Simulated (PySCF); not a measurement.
```xyz
15

O     0.0511    0.6757    1.3905
Si    1.6125    1.0035    0.8861
O     2.0107   -0.1721   -0.2190
Si    1.2298   -1.5170   -0.8032
O    -0.2952   -1.5273   -0.1136
Si   -1.0720   -0.3411    0.7333
C    -2.0338    0.7087   -0.5592
F    -2.9544    0.0048   -1.2288
F    -2.6541    1.7591   -0.0070
F    -1.1622    1.1932   -1.4682
H     2.5119    0.9199    2.0632
H     1.6640    2.3366    0.2379
H     1.9456   -2.7447   -0.3751
H     1.1132   -1.4249   -2.2791
H    -1.9782   -0.8998    1.7568
```

Geometry: PBE0-D3(BJ)/def2-SVP.

These are results of PySCF 2.14.0, PBE0/pcSseg-1, SCF density, gas phase, non-relativistic, not measurements.

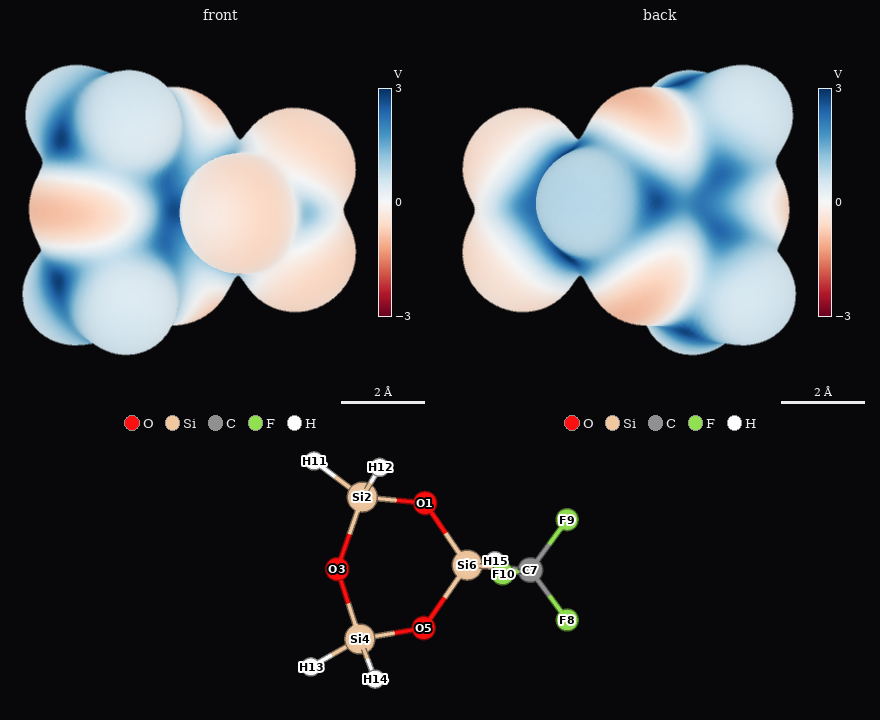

CH5F3O3Si3 (SMILES FC(F)(F)[SiH]1O[SiH2]O[SiH2]O1). The electrostatic potential painted on the density surface at 0.004 e/bohr³, seen from the front and from behind; red is negative and blue positive. The bare structure is drawn below in the same view.

Where is the surface potential most negative and most positive?

Answer. The most negative region (about −0.9 V, or −21 kcal/mol for a unit charge) lies over O1, O3 and O5, the most positive (about +2.8 V, or +65 kcal/mol for a unit charge) over Si2, Si4 and Si6.

What dipole moment does the calculation give?

Answer. Its dipole moment is 1.94 D.
